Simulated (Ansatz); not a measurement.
## Molecular dynamics, with input and output: CH$_{4}$O$_{2}$Si (part 5 of 5)

CH$_{4}$O$_{2}$Si, SMILES OC=[SiH]O; RKS r2SCAN/STO-3G (Ansatz 0.2.0). It belongs to a series of runs on one base structure; here: dynamics from the start.

Geometry of the input (Å):
```
O  -0.9431  1.8480  -0.2646
C  -0.6347  0.5657  0.2267
Si 0.8582  -0.3536  -0.0905
O  0.7442  -2.0256  0.3190
H  -0.5079  1.8606  -1.1950
H  -1.1265  0.4883  1.2178
H  1.1093  -0.3723  -1.5253
H  0.5006  -2.0111  1.3118
```

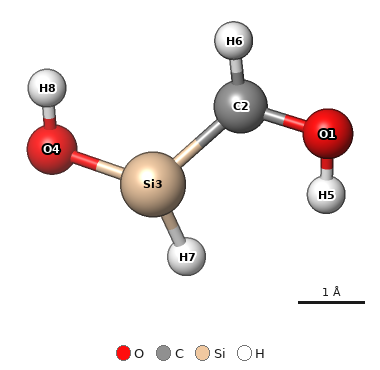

The geometry at step 133 of the log (ball-and-stick view, seen at a tilt; atoms are numbered from 1 in the order of the input).

### Trajectory as extended XYZ, continued
```
8
Properties=species:S:1:pos:R:3:forces:R:3 step=116 time_fs=116.0 energy=-12907.58315 temperature=77.4
O    -0.9065    1.8759   -0.2700   -0.3830   0.9955  -0.0581
C    -0.6535    0.5951    0.2054   -0.0161  -0.9695   0.2544
Si    0.7944   -0.3826   -0.0641    0.7000   1.2010  -0.8692
O     0.8380   -2.0122    0.2962   -0.8554  -1.7832   1.9363
H    -0.5462    1.9120   -1.2301    0.1233  -0.3237   0.0462
H    -1.1121    0.5205    1.2105   -0.1435   0.2036   0.0182
H     1.0998   -0.5351   -1.4759    0.0576   0.4703  -0.1658
H     0.4667   -2.1290    1.2704    0.5171   0.2060  -1.1621
8
Properties=species:S:1:pos:R:3:forces:R:3 step=118 time_fs=118.0 energy=-12907.59939 temperature=96.6
O    -0.9051    1.8765   -0.2753   -0.4891   0.8970   0.3102
C    -0.6599    0.5930    0.2148    0.3220  -0.7691  -0.3165
Si    0.7949   -0.3811   -0.0654    0.5526   1.0446  -0.7496
O     0.8407   -2.0155    0.2977   -0.6572  -1.5182   1.2767
H    -0.5278    1.9339   -1.2266    0.1674  -0.5300   0.0100
H    -1.1060    0.5240    1.2188   -0.2957   0.2609   0.2132
H     1.0888   -0.5286   -1.4800    0.0661   0.4545  -0.1640
H     0.4495   -2.1357    1.2484    0.3339   0.1603  -0.5800
8
Properties=species:S:1:pos:R:3:forces:R:3 step=120 time_fs=120.0 energy=-12907.61929 temperature=123.1
O    -0.9048    1.8793   -0.2799   -0.4209   0.5477   0.4480
C    -0.6654    0.5884    0.2232    0.2944  -0.3690  -0.3536
Si    0.7962   -0.3781   -0.0678    0.4704   0.6441  -0.6543
O     0.8419   -2.0224    0.3021    0.1111  -0.8125  -0.6919
H    -0.5031    1.9358   -1.2226    0.1356  -0.5716   0.0463
H    -1.1106    0.5373    1.2341   -0.2150   0.2329   0.0237
H     1.0803   -0.5048   -1.4901    0.0493   0.4025  -0.0524
H     0.4435   -2.1368    1.2077   -0.4249  -0.0742   1.2342
8
Properties=species:S:1:pos:R:3:forces:R:3 step=121 time_fs=121.0 energy=-12907.63140 temperature=139.9
O    -0.9051    1.8812   -0.2818   -0.3235   0.3064   0.4265
C    -0.6678    0.5856    0.2270    0.1806  -0.1216  -0.2185
Si    0.7971   -0.3763   -0.0693    0.4274   0.4634  -0.5839
O     0.8425   -2.0267    0.3039    0.2623  -0.5679  -1.0701
H    -0.4887    1.9285   -1.2200    0.0900  -0.5262   0.0826
H    -1.1163    0.5474    1.2428   -0.1138   0.1795  -0.1584
H     1.0768   -0.4870   -1.4962    0.0367   0.3545   0.0169
H     0.4362   -2.1379    1.2008   -0.5597  -0.0883   1.5048
8
Properties=species:S:1:pos:R:3:forces:R:3 step=123 time_fs=123.0 energy=-12907.68613 temperature=206.4
O    -0.9061    1.8855   -0.2849   -0.0515  -0.2436   0.2770
C    -0.6721    0.5799    0.2342   -0.0434   0.3949   0.0245
Si    0.7993   -0.3722   -0.0729    0.2929   0.2416  -0.3585
O     0.8441   -2.0362    0.3060   -0.3481  -0.4732   0.1886
H    -0.4579    1.8998   -1.2122   -0.0307  -0.3189   0.1281
H    -1.1300    0.5720    1.2542    0.0520   0.0009  -0.3721
H     1.0707   -0.4417   -1.5073    0.0171   0.2200   0.1166
H     0.4078   -2.1416    1.2250    0.1117   0.1783  -0.0043
8
Properties=species:S:1:pos:R:3:forces:R:3 step=125 time_fs=125.0 energy=-12907.67366 temperature=193.5
O    -0.9073    1.8892   -0.2873    0.2334  -0.7822   0.1068
C    -0.6766    0.5754    0.2413   -0.0796   0.8047  -0.0271
Si    0.8019   -0.3678   -0.0770    0.1126   0.0506  -0.0512
O     0.8448   -2.0468    0.3084   -0.8574  -0.2653   1.1267
H    -0.4282    1.8590   -1.1997   -0.1373  -0.0151   0.0735
H    -1.1422    0.5966    1.2524    0.0410  -0.2068  -0.1723
H     1.0653   -0.3881   -1.5143    0.0140   0.0726   0.1240
H     0.3832   -2.1388    1.2505    0.6733   0.3414  -1.1804
8
Properties=species:S:1:pos:R:3:forces:R:3 step=126 time_fs=126.0 energy=-12907.67228 temperature=191.1
O    -0.9077    1.8904   -0.2884    0.3489  -1.0045   0.0462
C    -0.6790    0.5741    0.2449   -0.0211   0.9246  -0.1430
Si    0.8032   -0.3655   -0.0791    0.0190  -0.0749   0.1128
O     0.8444   -2.0524    0.3105   -0.7779  -0.0069   0.8757
H    -0.4151    1.8377   -1.1922   -0.1710   0.1412   0.0079
H    -1.1476    0.6065    1.2484   -0.0204  -0.2912   0.0333
H     1.0629   -0.3599   -1.5159    0.0183   0.0051   0.0970
H     0.3796   -2.1327    1.2480    0.6042   0.3066  -1.0300
8
Properties=species:S:1:pos:R:3:forces:R:3 step=128 time_fs=128.0 energy=-12907.65682 temperature=169.6
O    -0.9078    1.8909   -0.2905    0.4861  -1.2830  -0.0050
C    -0.6837    0.5737    0.2516    0.1293   0.9590  -0.2950
Si    0.8060   -0.3611   -0.0832   -0.1529  -0.3420   0.4152
O     0.8425   -2.0635    0.3159   -0.0287   0.6569  -0.8209
H    -0.3940    1.8004   -1.1778   -0.1965   0.3953  -0.1472
H    -1.1596    0.6172    1.2430   -0.1133  -0.3848   0.3226
H     1.0585   -0.3039   -1.5167    0.0306  -0.1123   0.0180
H     0.3870   -2.1125    1.2196   -0.1546   0.1108   0.5123
8
Properties=species:S:1:pos:R:3:forces:R:3 step=130 time_fs=130.0 energy=-12907.61561 temperature=119.5
O    -0.9068    1.8883   -0.2926    0.4827  -1.2854   0.0160
C    -0.6879    0.5763    0.2574    0.2024   0.7306  -0.1189
Si    0.8085   -0.3572   -0.0866   -0.3062  -0.4591   0.6359
O     0.8404   -2.0730    0.3195    0.3524   1.0682  -1.7203
H    -0.3804    1.7779   -1.1688   -0.1905   0.5076  -0.2377
H    -1.1753    0.6134    1.2487   -0.0215  -0.3626   0.1490
H     1.0552   -0.2522   -1.5169    0.0350  -0.2121  -0.0377
H     0.3893   -2.0878    1.2091   -0.5543   0.0127   1.3137
8
Properties=species:S:1:pos:R:3:forces:R:3 step=131 time_fs=131.0 energy=-12907.62273 temperature=126.0
O    -0.9058    1.8858   -0.2937    0.4306  -1.1782   0.0393
C    -0.6898    0.5786    0.2602    0.2410   0.5262   0.0200
Si    0.8096   -0.3554   -0.0881   -0.3819  -0.4282   0.7073
O     0.8397   -2.0768    0.3198    0.0151   1.1388  -1.0883
H    -0.3763    1.7737   -1.1676   -0.1852   0.4991  -0.2336
H    -1.1839    0.6062    1.2544    0.0684  -0.3046  -0.0504
H     1.0541   -0.2292   -1.5173    0.0316  -0.2573  -0.0419
H     0.3826   -2.0752    1.2224   -0.2195   0.0042   0.6476
8
Properties=species:S:1:pos:R:3:forces:R:3 step=133 time_fs=133.0 energy=-12907.60369 temperature=102.8
O    -0.9032    1.8789   -0.2957    0.2396  -0.7798   0.0979
C    -0.6930    0.5842    0.2657    0.4643  -0.0163   0.0839
Si    0.8114   -0.3524   -0.0902   -0.5172  -0.3022   0.7679
O     0.8380   -2.0824    0.3189   -0.7902   1.2597   0.4895
H    -0.3734    1.7793   -1.1715   -0.1703   0.3603  -0.1349
H    -1.1983    0.5838    1.2626    0.1743  -0.1128  -0.3321
H     1.0527   -0.1908   -1.5194    0.0159  -0.3328  -0.0010
H     0.3673   -2.0500    1.2588    0.5836  -0.0761  -0.9713
8
Properties=species:S:1:pos:R:3:forces:R:3 step=135 time_fs=135.0 energy=-12907.59493 temperature=91.4
O    -0.9000    1.8701   -0.2974   -0.0406  -0.2298   0.1853
C    -0.6946    0.5897    0.2715    0.9130  -0.6029  -0.2931
Si    0.8126   -0.3498   -0.0912   -0.5992  -0.2416   0.7429
O     0.8346   -2.0849    0.3189   -0.7916   1.4214   0.4818
H    -0.3770    1.7984   -1.1805   -0.1270   0.1088   0.0034
H    -1.2065    0.5572    1.2591    0.0754   0.1052  -0.2250
H     1.0519   -0.1652   -1.5214    0.0011  -0.3777   0.0650
H     0.3722   -2.0279    1.2624    0.5690  -0.1836  -0.9603
8
Properties=species:S:1:pos:R:3:forces:R:3 step=137 time_fs=137.0 energy=-12907.59073 temperature=84.9
O    -0.8969    1.8608   -0.2988   -0.3498   0.3141   0.3084
C    -0.6933    0.5933    0.2763    1.3512  -1.0463  -0.8265
Si    0.8129   -0.3475   -0.0913   -0.6007  -0.2870   0.6980
O     0.8294   -2.0840    0.3198   -0.0344   1.4982  -1.1147
H    -0.3853    1.8216   -1.1895   -0.0391  -0.1587   0.0800
H    -1.2121    0.5345    1.2476   -0.1145   0.2563   0.0865
H     1.0512   -0.1539   -1.5211   -0.0009  -0.3819   0.0871
H     0.3968   -2.0125    1.2335   -0.2117  -0.1948   0.6813
8
Properties=species:S:1:pos:R:3:forces:R:3 step=138 time_fs=138.0 energy=-12907.57308 temperature=65.0
O    -0.8956    1.8563   -0.2992   -0.4848   0.5334   0.3677
C    -0.6911    0.5939    0.2777    1.4418  -1.1742  -0.9735
Si    0.8127   -0.3465   -0.0909   -0.5697  -0.3205   0.6918
O     0.8266   -2.0822    0.3195    0.2654   1.4787  -1.7642
H    -0.3903    1.8316   -1.1929    0.0137  -0.2654   0.0849
H    -1.2161    0.5264    1.2423   -0.1543   0.2955   0.1662
H     1.0508   -0.1538   -1.5197    0.0033  -0.3689   0.0676
H     0.4082   -2.0076    1.2244   -0.5154  -0.1785   1.3594
8
Properties=species:S:1:pos:R:3:forces:R:3 step=140 time_fs=140.0 energy=-12907.60605 temperature=104.5
O    -0.8940    1.8484   -0.2993   -0.6478   0.7976   0.4181
C    -0.6833    0.5923    0.2784    1.2241  -1.2047  -0.8512
Si    0.8118   -0.3448   -0.0895   -0.4446  -0.3417   0.7162
O     0.8215   -2.0759    0.3158   -0.0801   1.3674  -0.9094
H    -0.3993    1.8432   -1.1976    0.0994  -0.3802   0.0617
H    -1.2283    0.5191    1.2363   -0.0222   0.3028   0.0275
H     1.0502   -0.1639   -1.5153    0.0166  -0.3207  -0.0174
H     0.4165   -2.0031    1.2446   -0.1454  -0.2205   0.5545
8
Properties=species:S:1:pos:R:3:forces:R:3 step=142 time_fs=142.0 energy=-12907.63221 temperature=139.9
O    -0.8939    1.8425   -0.2984   -0.6095   0.7919   0.3158
C    -0.6716    0.5869    0.2763    0.6131  -0.9059  -0.4484
Si    0.8103   -0.3436   -0.0872   -0.2064  -0.3650   0.6917
O     0.8162   -2.0664    0.3100   -0.6882   1.1084   0.7760
H    -0.4047    1.8405   -1.1998    0.1150  -0.3488   0.0542
H    -1.2410    0.5230    1.2311    0.2396   0.2015  -0.2245
H     1.0503   -0.1862   -1.5115    0.0273  -0.2512  -0.0872
H     0.4198   -2.0070    1.2843    0.5092  -0.2308  -1.0776
8
Properties=species:S:1:pos:R:3:forces:R:3 step=143 time_fs=143.0 energy=-12907.64730 temperature=160.0
O    -0.8944    1.8402   -0.2976   -0.5167   0.6958   0.2097
C    -0.6649    0.5830    0.2747    0.2679  -0.6433  -0.2944
Si    0.8094   -0.3432   -0.0856   -0.0394  -0.4130   0.6197
O     0.8129   -2.0606    0.3076   -0.7241   0.9364   1.0223
H    -0.4058    1.8340   -1.2001    0.0937  -0.2842   0.0627
H    -1.2445    0.5282    1.2258    0.3235   0.1098  -0.2462
H     1.0507   -0.2012   -1.5107    0.0289  -0.2104  -0.0875
H     0.4275   -2.0123    1.2919    0.5663  -0.1911  -1.2863
8
Properties=species:S:1:pos:R:3:forces:R:3 step=145 time_fs=145.0 energy=-12907.70255 temperature=227.5
O    -0.8963    1.8368   -0.2958   -0.2459   0.3813  -0.0446
C    -0.6510    0.5739    0.2707   -0.3386   0.0094  -0.2077
Si    0.8077   -0.3428   -0.0819    0.3623  -0.5843   0.3494
O     0.8053   -2.0473    0.3045   -0.2486   0.6065   0.0295
H    -0.4055    1.8138   -1.1989    0.0206  -0.0877   0.0694
H    -1.2420    0.5407    1.2088    0.3013  -0.1149   0.0108
H     1.0522   -0.2367   -1.5114    0.0240  -0.1179  -0.0118
H     0.4578   -2.0278    1.2731    0.1248  -0.0924  -0.1952
8
Properties=species:S:1:pos:R:3:forces:R:3 step=147 time_fs=147.0 energy=-12907.68400 temperature=207.2
O    -0.8988    1.8344   -0.2941    0.0200   0.0274  -0.2383
C    -0.6383    0.5649    0.2661   -0.8155   0.6441  -0.2431
Si    0.8065   -0.3432   -0.0777    0.7771  -0.7245   0.0170
O     0.7971   -2.0327    0.3013    0.3145   0.2954  -1.4522
H    -0.4044    1.7902   -1.1952   -0.0441   0.1362   0.0128
H    -1.2284    0.5489    1.1927    0.1357  -0.3038   0.4140
H     1.0548   -0.2767   -1.5126    0.0160  -0.0168   0.0930
H     0.4925   -2.0471    1.2488   -0.4036  -0.0580   1.3968
8
Properties=species:S:1:pos:R:3:forces:R:3 step=148 time_fs=148.0 energy=-12907.68005 temperature=201.5
O    -0.9001    1.8332   -0.2935    0.1130  -0.1168  -0.2837
C    -0.6328    0.5610    0.2635   -1.0459   0.8899  -0.1806
Si    0.8062   -0.3438   -0.0756    0.9575  -0.7009  -0.1233
O     0.7932   -2.0250    0.2986    0.2610   0.0419  -1.2082
H    -0.4044    1.7798   -1.1929   -0.0633   0.2312  -0.0377
H    -1.2192    0.5490    1.1897    0.0911  -0.3544   0.5063
H     1.0563   -0.2972   -1.5120    0.0148   0.0317   0.1212
H     0.5050   -2.0577    1.2537   -0.3282  -0.0225   1.2061
8
Properties=species:S:1:pos:R:3:forces:R:3 step=150 time_fs=150.0 energy=-12907.67116 temperature=188.5
O    -0.9024    1.8307   -0.2927    0.1913  -0.2743  -0.2762
C    -0.6245    0.5555    0.2580   -1.4838   1.1476   0.1953
Si    0.8068   -0.3456   -0.0715    1.2250  -0.4407  -0.3161
O     0.7858   -2.0098    0.2915   -0.2070  -0.7445   0.7399
H    -0.4062    1.7664   -1.1901   -0.0837   0.3426  -0.1263
H    -1.1982    0.5390    1.1979    0.1560  -0.3352   0.3174
H     1.0597   -0.3369   -1.5074    0.0231   0.1169   0.0942
H     0.5230   -2.0785    1.2899    0.1791   0.1875  -0.6282
```
